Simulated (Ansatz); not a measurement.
# Phonons of Zr (P6_3/mmc, 2 atoms in the cell) against volume, part 2 of 2

Aim: how do the optical modes of Zr (P6_3/mmc, 2 atoms in the cell) move with volume?

Ansatz 0.2.0; DFT LDA, scalar-relativistic, plane waves, PAW; PAW set soft_1.

So far, highest optical mode at the zone centre (no LO-TO term) (cm⁻¹): step 4 (zone-centre response at rest) 172.

## Step 5: A member of the series: 1.06 times the volume at rest

The cell is set to 1.06 times the volume at rest, and shape and atoms relax at that volume.

The input, input.yaml:

```yaml
crystal:
  lattice:
    - [3.2119931945, 0.0, 0.0]
    - [-1.6059965973, 2.7816677032, 0.0]
    - [0.0, 0.0, 5.1681926605]
  atoms:
    - { symbol: Zr, position: [0.3333333333, 0.6666666667, 0.25] }
    - { symbol: Zr, position: [0.6666666667, 0.3333333333, 0.75] }
kpoints:
  mp_grid: { grid: [15, 15, 8] }
hamiltonian:
  xc: lda
  pseudopotentials: { kind: paw, azcp: { folder: soft_1 }, xc_functional: pbe }
scf:
  occupations: { method: methfessel_paxton, width: 0.2 }
output:
  forces: true
  stress: true
  eigenvalues: true
relax:
  adjacent_minimum: "off"
  f_tol: 0.001
  max_steps: 60
  cell: { stress_tol: 0.01, fix: [volume] }
```

Command:

```bash
> ansatz run input.yaml --threads 4 --pin off --max-ram 10240MiB --backend cpu --events-out ev --progress --plain --runs-dir out
```

Numbers of over 12 decimals in the logs are rounded to 6 here.

Log:

```text
[...]
Crystal: 2 atoms, lattice volume = 46.176 Å³
Basis set: ecut = 420 eV, 917 PW (Γ)
Bands: 16, of which v1, the nominal top of the filled ones, is band 12 counted from 1 (11 counted from 0)
Symmetry: 24 space group operations
[...]
k-points: 135 of 1800
[...]
k-point 134: bands = [... 8 lower, 12.3645, 12.3645, 12.5803, 12.5803, 13.8467, 13.8467, 15.8421, 15.8421]
--- Relaxed structure (3 steps of the walk, 3 accepted, 1 SCFs on fresh bases) ---
[...]
cell:  # Å, volume = 46.1762 Å³
    - [3.214779, 2.8892524012572576e-11, 0.0]
    - [-1.607389, 2.784080, 0.0]
    - [0.0, 0.0, 5.159241]
  atoms:
    - { symbol: Zr, position: [0.333333, 0.666667, 0.25] }
    - { symbol: Zr, position: [0.666667, 0.333333, 0.750000] }
[key lines of the parts left out:]
SCF converged after 4 iterations
Free energy (F): -8154.922617 eV
Fermi energy:    13.858457 eV
P = ⅓ Tr σ = -5.4368 GPa (-54.368 kbar)
```

Wall time 3.6 s (4 threads of AMD EPYC 7B13 (Zen 3), shared host); peak memory 0.48 GiB.

Relaxation path:

```
step  energy less that of the first step (eV)  largest force component (eV/Å)  pressure (GPa)  volume (Å³)
   1                                   0.0000                          0.0000           -5.45        46.18
   2                                  -0.0001                          0.0000           -5.44        46.18
   3                                  -0.0001                          0.0000           -5.44        46.18
  4*                                  -0.0001                          0.0000           -5.44        46.18
```

Relaxation steps marked * repeat the geometry before them on a plane-wave basis chosen anew for their cell, so energy and pressure can jump there.

Forces are held to the 24 operations that the run works with; a distortion that breaks them can't arise in this run.

```
conventional cell, symmetrised  before  after  change
                         a (Å)   3.212  3.215  +0.1 %
                         b (Å)   3.212  3.215  +0.1 %
                         c (Å)   5.168  5.159  -0.2 %
              volume (Å³/atom)   23.09  23.09  -0.0 %
```

Final coordinates:

```xyz
2
Lattice="3.2148 0.0000 0.0000 -1.6074 2.7841 0.0000 0.0000 0.0000 5.1592" Properties=species:S:1:pos:R:3 pbc="T T T"
Zr    0.0000    1.8561    1.2898
Zr    1.6074    0.9280    3.8694
```

Numbers from this step:

| Quantity | Value |
| --- | --- |
| pressure | -5.437 GPa |
| volume per atom | 23.09 Å³ |

The forces vanish by symmetry, at a pressure of -5.44 GPa.

## Step 6: Modes of this member: 1.06 times the volume at rest

The zone-centre modes follow for 1.06 times the volume at rest.

input.yaml, the sections that differ from step 5:

```yaml
crystal:
  lattice:
    - [3.2147785871, 0.0, 0.0]
    - [-1.6073892936, 2.784079924, 0.0]
    - [0.0, 0.0, 5.1592407474]
  atoms:
    - { symbol: Zr, position: [0.3333333333, 0.6666666667, 0.25] }
    - { symbol: Zr, position: [0.6666666667, 0.3333333333, 0.75] }
output:
  eigenvalues: true
phonons:
  method: dfpt
# kpoints, hamiltonian, scf: as in step 5
# relax: removed
```

Log:

```text
[...]
Crystal: 2 atoms, lattice volume = 46.176 Å³
Basis set: ecut = 420 eV, 941 PW (Γ), exchange–correlation on 48×48×72 points (8 copies of the dense FFT grid, shifted against one another)
Bands: 16, of which v1, the nominal top of the filled ones, is band 12 counted from 1 (11 counted from 0)
Symmetry: 24 space group operations
k-points: 320 of 1800 (irreducible under 4 space group operations, time reversal used)
[...]
SCF iter   1: F=—  HF=-8155.105950 eV  |F-HF|=—  |Δ(HF+E_count)|=         —  Δρ=2.84e-2  dr2=4.71e-1  ethr=3.10e-3  ⟨swp⟩=5.1  Hψ=47127  notcnv=0
[...]
SCF iter   9: F=-8154.922618 eV  HF=-8154.922618 eV  |F-HF|=1.82e-12  |Δ(HF+E_count)|=  1.82e-12  S|Δr|=    0.00e0  Δρ=2.70e-8  dr2=2.03e-13  ethr=1.00e-12  ⟨swp⟩=9.7  Hψ=26364  notcnv=0
SCF 1 converged in 9 iterations: F = -8154.922618 eV  dr2 = 2.03e-13
[...]
SCF converged after 9 iterations
[...]
Free energy (F): -8154.922618 eV
[...]
Internal energy: -8154.924630 eV  (E = F + TS)
E sigma→0 (E₀):  -8154.923121 eV
Entropy (-TS):   0.002012 eV (1.006 meV/atom)
Fermi energy:    13.858457 eV
[...]
--- Band table (eV; the first three rows and the last of 320) ---
  k-point 0: bands = [... 8 lower, 8.1779, 10.7759, 14.6877, 14.6877, 14.7658, 15.0575, 15.3687, 15.3687, ... 4 higher]
  k-point 1: bands = [... 8 lower, 8.3093, 10.7673, 14.6216, 14.6216, 14.6670, 14.8078, 15.2729, 15.2729, ... 4 higher]
  k-point 2: bands = [... 8 lower, 8.6852, 10.6896, 14.2826, 14.4066, 14.5253, 14.5253, 15.0454, 15.0454, ... 4 higher]
  k-point 319: bands = [... 8 lower, 11.5549, 11.5549, 13.1901, 13.1901, 13.8773, 13.8773, 15.6575, 15.6575, ... 4 higher]
[...]
ASR residual: 2.151e-6 → 0.000e0 eV/Å²; symmetrization residual: 2.453e-10 eV/Å²
  ASR residual per site (eV/Å²): 2.15e-6 2.15e-6
  Γ frequencies (cm⁻¹): 0.00 0.00 0.00 61.61 61.61 143.50
[...]
```

Run time: 13 s. Hardware: 4 threads; peak memory 1.1 GiB.

Numbers from this step:

```
sum-rule residual before enforcement                    : 2.15e-6 eV/Å²
highest optical mode at the zone centre (no LO-TO term) : 143.5 cm⁻¹
lowest optical zone-centre mode                         : 61.61 cm⁻¹
```

Patterns of degenerate modes are one choice out of their space. Modes at Γ:

```
mode  frequency (cm⁻¹)  symmetry
   1               0.0  acoustic
   2               0.0  acoustic
   3               0.0  acoustic
   4              61.6       E2g
   5              61.6       E2g
   6             143.5       B1g
```

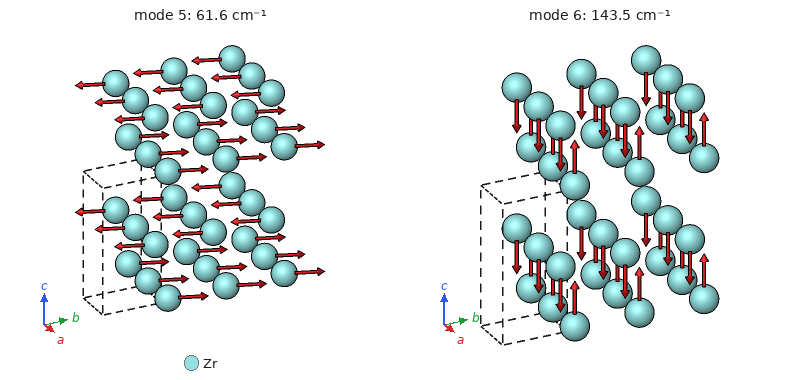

Displacement patterns of modes 5 and 6 at Γ; arrows are exaggerated. 3×3×2 cells are drawn.

The lowest optical mode is real, 61.6 cm⁻¹, and the highest lies at 143.5 cm⁻¹.

For the highest optical mode at the zone centre (no LO-TO term), step 4 gave 172 cm⁻¹; this run, with volume ratio 1.06, gives 144 cm⁻¹ (-16 %).

## Step 7: Relaxation of a member: 0.9 times the volume at rest

The cell is set to 0.9 times the volume at rest, and shape and atoms relax at that volume.

input.yaml, the sections that differ from step 6:

```yaml
crystal:
  lattice:
    - [3.0131631178, 0.0, 0.0]
    - [-1.5065815589, 2.6094758058, 0.0]
    - [0.0, 0.0, 4.9863101273]
  atoms:
    - { symbol: Zr, position: [0.3333333333, 0.6666666667, 0.25] }
    - { symbol: Zr, position: [0.6666666667, 0.3333333333, 0.75] }
output:
  forces: true
  stress: true
  eigenvalues: true
relax:
  adjacent_minimum: "off"
  f_tol: 0.001
  max_steps: 60
  cell: { stress_tol: 0.01, fix: [volume] }
# kpoints, hamiltonian, scf: as in step 6
# phonons: removed
```

Log:

```text
[...]
Crystal: 2 atoms, lattice volume = 39.206 Å³
Basis set: ecut = 420 eV, 761 PW (Γ)
Bands: 16, of which v1, the nominal top of the filled ones, is band 12 counted from 1 (11 counted from 0)
Symmetry: 24 space group operations
[...]
k-points: 135 of 1800
[...]
k-point 134: bands = [... 8 lower, 14.8915, 14.8915, 15.2603, 15.2603, 16.9301, 16.9301, 18.8668, 18.8668]
--- Relaxed structure (3 steps of the walk, 3 accepted, 1 SCFs on fresh bases) ---
[...]
cell:  # Å, volume = 39.2062 Å³
    - [3.007307, 0, 0]
    - [-1.503654, 2.604404, 0]
    - [0, 0, 5.005748]
  atoms:
    - { symbol: Zr, position: [0.333333, 0.666667, 0.25] }
    - { symbol: Zr, position: [0.666667, 0.333333, 0.75] }
[key lines of the parts left out:]
SCF converged after 5 iterations
Free energy (F): -8154.811378 eV
Fermi energy:    16.687840 eV
P = ⅓ Tr σ = 12.4209 GPa (124.209 kbar)
```

The job ended after 3.5 s (4 threads; peak memory 0.45 GiB; 12 s of CPU time).

Step by step:

```
step  energy less that of the first step (eV)  largest force component (eV/Å)  pressure (GPa)  volume (Å³)
   1                                   0.0000                          0.0000           12.51        39.21
   2                                  -0.0003                          0.0000           12.43        39.21
   3                                  -0.0003                          0.0000           12.42        39.21
  4*                                  -0.0003                          0.0000           12.42        39.21
```

Relaxation steps marked * repeat the geometry before them on a plane-wave basis chosen anew for their cell, so energy and pressure can jump there.

Forces are held to the 24 operations that the run works with; a distortion that breaks them can't arise in this run.

```
conventional cell, symmetrised  before  after  change
                         a (Å)   3.013  3.007  -0.2 %
                         b (Å)   3.013  3.007  -0.2 %
                         c (Å)   4.986  5.006  +0.4 %
              volume (Å³/atom)   19.60  19.60  +0.0 %
```

The relaxed structure:

```xyz
2
Lattice="3.0073 0.0000 0.0000 -1.5037 2.6044 0.0000 0.0000 0.0000 5.0057" Properties=species:S:1:pos:R:3 pbc="T T T"
Zr    0.0000    1.7363    1.2514
Zr    1.5037    0.8681    3.7543
```

Numbers from this step:

```
pressure        : 12.42 GPa
volume per atom : 19.60 Å³
```

The forces vanish by symmetry, at a pressure of 12.42 GPa.

## Step 8: Zone-centre modes of the member: 0.9 times the volume at rest

The zone-centre modes follow for 0.9 times the volume at rest.

input.yaml, the sections that differ from step 7:

```yaml
crystal:
  lattice:
    - [3.0073071968, 0.0, 0.0]
    - [-1.5036535984, 2.6044044294, 0.0]
    - [0.0, 0.0, 5.0057480267]
  atoms:
    - { symbol: Zr, position: [0.3333333333, 0.6666666667, 0.25] }
    - { symbol: Zr, position: [0.6666666667, 0.3333333333, 0.75] }
output:
  eigenvalues: true
phonons:
  method: dfpt
# kpoints, hamiltonian, scf: as in step 7
# relax: removed
```

Log:

```text
[...]
Crystal: 2 atoms, lattice volume = 39.206 Å³
Basis set: ecut = 420 eV, 749 PW (Γ), exchange–correlation on 48×48×72 points (8 copies of the dense FFT grid, shifted against one another)
Bands: 16, of which v1, the nominal top of the filled ones, is band 12 counted from 1 (11 counted from 0)
Symmetry: 24 space group operations
k-points: 320 of 1800 (irreducible under 4 space group operations, time reversal used)
[...]
k-point 2: bands = [... 8 lower, 11.4125, 13.2179, 16.9299, 17.4027, 17.4905, 17.4905, 18.0465, 18.0465, ... 4 higher]
  k-point 319: bands = [... 8 lower, 14.0857, 14.0857, 15.8983, 15.8983, 16.9004, 16.9004, 18.7448, 18.7448, ... 4 higher]
[...]
ASR residual: 1.210e-5 → 0.000e0 eV/Å²; symmetrization residual: 7.494e-14 eV/Å²
  ASR residual per site (eV/Å²): 1.21e-5 1.21e-5
  Γ frequencies (cm⁻¹): 0.00 0.00 0.00 34.71 34.71 224.40
[...]
[key lines of the parts left out:]
SCF converged after 8 iterations
Free energy (F): -8154.811378 eV
Fermi energy:    16.687841 eV
```

The job ended after 12 s (4 threads; peak memory 0.96 GiB; 43 s of CPU time).

Numbers from this step:

| Quantity | Value |
| --- | --- |
| sum-rule residual before enforcement | 1.21e-5 eV/Å² |
| highest optical mode at the zone centre (no LO-TO term) | 224.4 cm⁻¹ |
| lowest optical zone-centre mode | 34.71 cm⁻¹ |

Patterns of degenerate modes are one choice out of their space. Modes at Γ:

```
mode  frequency (cm⁻¹)  symmetry
   1               0.0  acoustic
   2               0.0  acoustic
   3               0.0  acoustic
   4              34.7       E2g
   5              34.7       E2g
   6             224.4       B1g
```

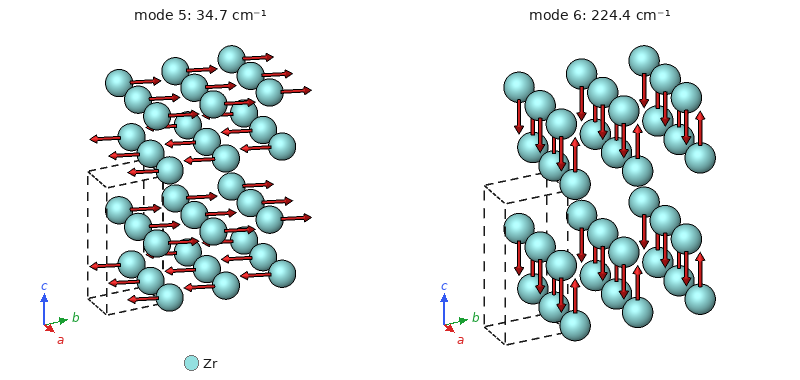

Displacement patterns of modes 5 and 6 at Γ; arrows are exaggerated. 3×3×2 cells are drawn.

The lowest optical mode is real, 34.7 cm⁻¹, and the highest lies at 224.4 cm⁻¹.

For the highest optical mode at the zone centre (no LO-TO term), step 4 gave 172 cm⁻¹; this run, with volume ratio 0.9, gives 224 cm⁻¹ (+31 %).

## Step 9: All members side by side

The members are set side by side, also those not shown above.

Each row is one cell with its response, relaxed at fixed volume as far as symmetry leaves anything free; energies are extrapolated to zero smearing, and E0 is that at rest; shape and atoms are relaxed in each cell where symmetry leaves them free; all runs use 15×15×8 k points and Methfessel-Paxton smearing of 0.2 eV. State of the crystal along the series:

```
volume ratio  V (Å³/atom)  pressure (GPa)  E - E0 (meV/atom)  first cell vector (Å)  third cell vector (Å)
         0.9         19.6           12.42              78.55                  3.007                  5.006
        0.92        20.04           9.498              48.86                  3.035                  5.023
        0.94        20.47            6.83              26.73                  3.063                  5.039
        0.96        20.91           4.372              11.56                  3.091                  5.056
        0.98        21.35           2.102               2.82                  3.117                  5.073
        0.99        21.56           1.031              0.698                   3.13                  5.082
           1        21.78         7.30e-5                  0                  3.143                  5.092
        1.02        22.22          -1.952              2.673                  3.168                  5.113
        1.04        22.65          -3.763              10.46                  3.192                  5.136
        1.06        23.09          -5.437              22.98                  3.215                  5.159
```

Each mode is tracked from rest by its pattern, and modes that stay within 0.3 cm⁻¹ of each other stand once; shape and atoms are relaxed in each cell where symmetry leaves them free; all runs use 15×15×8 k points and Methfessel-Paxton smearing of 0.2 eV. Optical modes along the series:

```
V (Å³/atom)  mode 4 E2g (cm⁻¹)  mode 6 B1g (cm⁻¹)
       19.6              34.71              224.4
      20.04              37.43              213.8
      20.47               40.9              202.8
      20.91              44.41                192
      21.35              48.04              181.7
      21.56              49.94              176.6
      21.78              51.85              171.7
      22.22               55.5              162.2
      22.65              58.76              152.8
      23.09              61.61              143.5
```

From cubic fits (parabolas where under five rows exist) of ln ω and P against ln V through the rows within about 4 % of rest: γ = −d ln ω / d ln V and dω/dP = γ ω / B. Slopes at rest:

```
      mode  fitted frequency at rest (cm⁻¹)  Grüneisen parameter γ  dω/dP (cm⁻¹/GPa)
mode 4 E2g                             51.8                  -3.65             -1.87
mode 6 B1g                            171.7                   2.83               4.8
```

## Step 10: Outcome

```yaml
members: 10
highest_optical_mode_at_the_zone_centre_no_lo_to_term_at_rest: 171.7 cm⁻¹
bulk_modulus_at_rest: 101 GPa
mode_4_e2g_gamma: -3.65
mode_6_b1g_gamma: 2.83
```

**Reading.** The series spans -5.4 to 12.4 GPa, and the slope at rest gives a bulk modulus of 101 GPa. Among the modes in the table of slopes γ runs from -3.65 (mode 4 E2g) to 2.83 (mode 6 B1g). A negative γ means that the mode softens under pressure. One k mesh and one cutoff serve the ground states and modes of all volumes. These are harmonic frequencies at zero temperature: anharmonic shifts, linewidths and thermal expansion are left out. With no gap, or one that is small against the smearing, the frequencies hang on the k mesh and the smearing, most of all near Kohn anomalies. The PAW files were made for PBE; the program adapts parts of them to the functional of the run, but their partial waves stay those of PBE, an approximation that was not tested in this session. Only the zone centre was solved, so an instability at another wavevector cannot show here.

[Logs are printed without paths, hosts, clocks, repeated set-up lines and the standing remarks that a program may print on its own settings, such as how far it seeks lower states.]

[Hosts, paths, dates, database ids (printed as entryN), source tags and the programs' standing remarks are cut or masked in the printed files.]
